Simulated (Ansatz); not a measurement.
**Cl$_{3}$F$_{2}$HMoO: density, localisation and related maps**

```xyz
8

O    -0.3306   -1.4634    0.5083
Mo   -0.0849    0.2882    0.0433
F     1.1293    0.5783    1.3883
F    -1.3893    0.2323   -1.2461
Cl    0.6698    2.1852   -0.9274
Cl   -1.6525    1.1363    1.4307
Cl    1.5145   -0.7300   -1.3519
H     0.1438   -2.2269    0.1549
```

Geometry: PBE0-D4/def2-TZVP; core potentials replace the inner electrons of Mo.

These are results of RKS PBE0-D4/def2-TZVPP in Ansatz 0.2.0, not measurements.

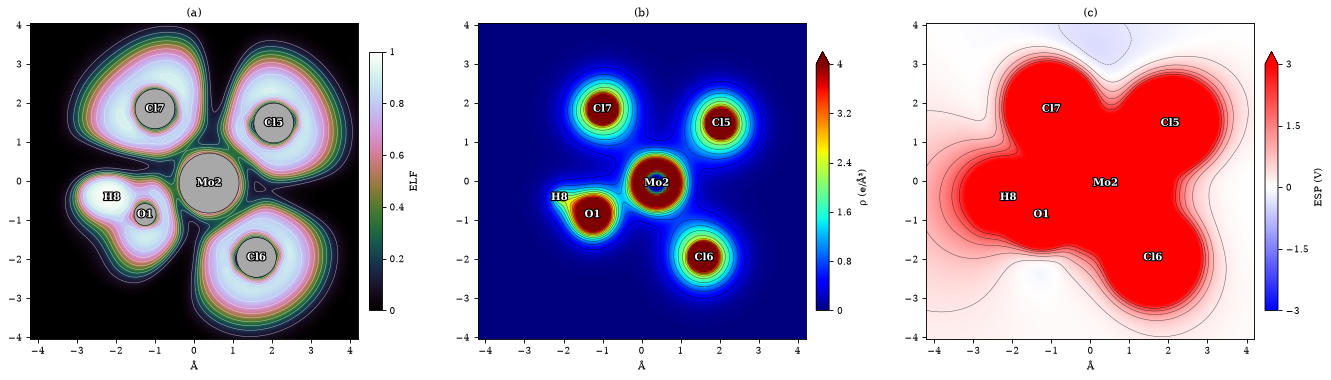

Figure 1. (a) electron localisation function; (b) electron density; (c) electrostatic potential on the plane of atoms Cl5, Mo2 and Cl7. Grey discs cover the atomic cores in the ELF map.

**What do the fields say about this system?**

Atoms in the plane: O, Mo, Cl and H. Mo–O (1.83 Å): the density is about 1.3 e/Å³ at the midpoint; the ELF peaks at about 0.85 in the valence shell of O, 0.5 Å from its nucleus, and drops to about 0.30 between the two atoms. Mo–Cl (2.26 Å): ρ at the midpoint is about 0.76 e/Å³; the ELF peaks at about 0.80 in the valence shell of Cl, 0.8 Å from its nucleus, and is about 0.40 at the midpoint. O–H (0.97 Å): ρ is about 3.9 e/Å³ halfway; the ELF climbs to about 1 towards the hydrogen, as it does in any bond to H (a covalent bond by its length). Mo–Cl (2.35 Å): ρ at the midpoint is about 0.65 e/Å³; the ELF peaks at about 0.85 in the valence shell of Cl, 0.8 Å from its nucleus, and is about 0.45 at the midpoint. Outside the dense part of the molecule the potential is most negative (−0.4 V) near Cl7.

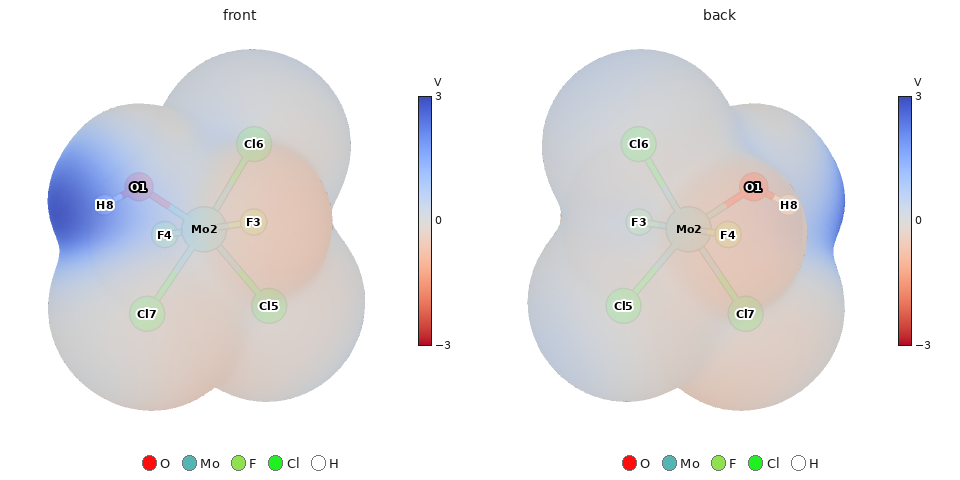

Figure 2. The molecular electrostatic potential painted on the density surface at 0.001 e/bohr³, seen from the front and from behind; red is negative and blue positive.

**Describe the electrostatic potential map.**

The most negative region (about −0.5 V, or −12 kcal/mol for a unit charge) lies over F3 and F4, the most positive (about +2.7 V, or +62 kcal/mol for a unit charge) over H8. Cl5 shows a σ-hole: about +0.3 V, or +7 kcal/mol for a unit charge at the tip opposite its bond, against about −0.1 V on its flanks.

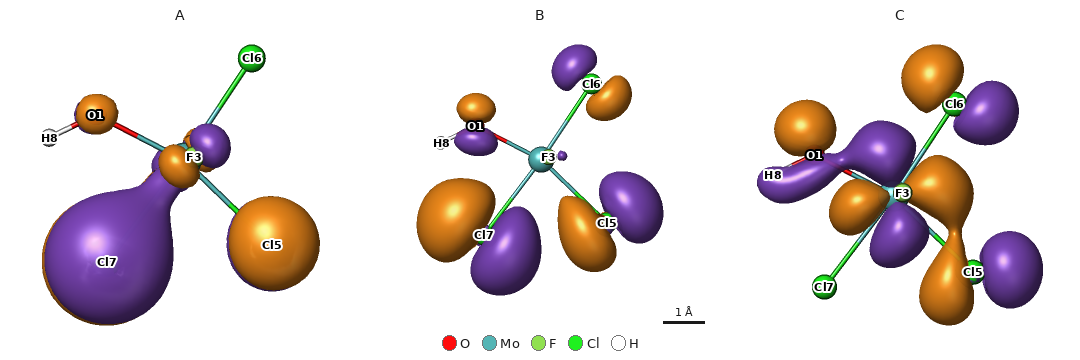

Figure 3. Three frontier orbitals at ±0.1 Å⁻³ᐟ² (orange and purple are the two phases), in no order.

**Which picture is the HOMO−1, the HOMO and the LUMO?**

A is the HOMO−1 (−9.54 eV). By Hirshfeld shares it lies mainly on Cl7 (about 70 %) and Cl5 (about 15 %); largely a lone pair of Cl7. B is the HOMO (−8.98 eV). It lies mainly on Cl7 (about 65 %) and Cl5 (about 25 %). C is the LUMO (−5.43 eV). Its weight (Hirshfeld) is mainly on Mo2 (about 55 %), Cl5 (about 15 %), Cl6 (about 15 %) and O1 (about 10 %).

**What is the HOMO–LUMO gap?**

3.55 eV between the orbital energies.
